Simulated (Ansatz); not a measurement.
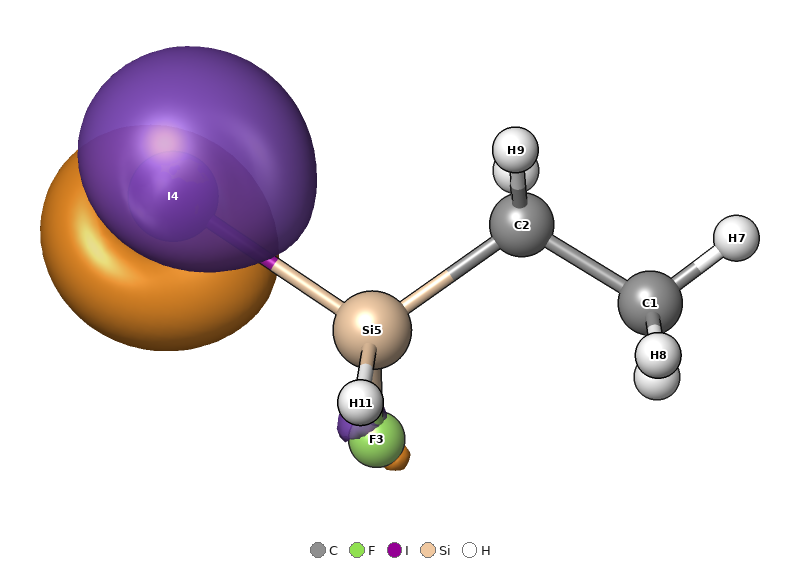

C2H6FISi. The HOMO−1 at ±0.15 Å⁻³ᐟ² (orange and purple are the two phases), seen across its widest extent.

Geometry: B3LYP-D3(BJ)/def2-SVP; core potentials replace the inner electrons of I.

Theory: Ansatz 0.2.0, isolated molecule in a Gaussian basis; Kohn-Sham density functional theory, functional PBE0.

```
atom    x (Å)    y (Å)    z (Å)
   C  -0.7021  -1.0598  -1.3904
   C  -0.2647  -0.0989  -0.2743
   F  -2.9306   0.6128   0.4178
   I  -0.7909   1.7309   2.7408
  Si  -1.5403   0.0789   1.0771
   H  -1.6343  -0.7188  -1.8672
   H   0.0674  -1.1349  -2.1747
   H  -0.8796  -2.0769  -1.0042
   H   0.6756  -0.4344   0.1975
   H  -0.0622   0.9093  -0.6746
   H  -1.8512  -1.1854   1.7879
```

Q: What is the character of this orbital?

A: By Hirshfeld shares it lies mainly on I4 (about 90 %); largely a lone pair of I4. Its energy is −7.86 eV.
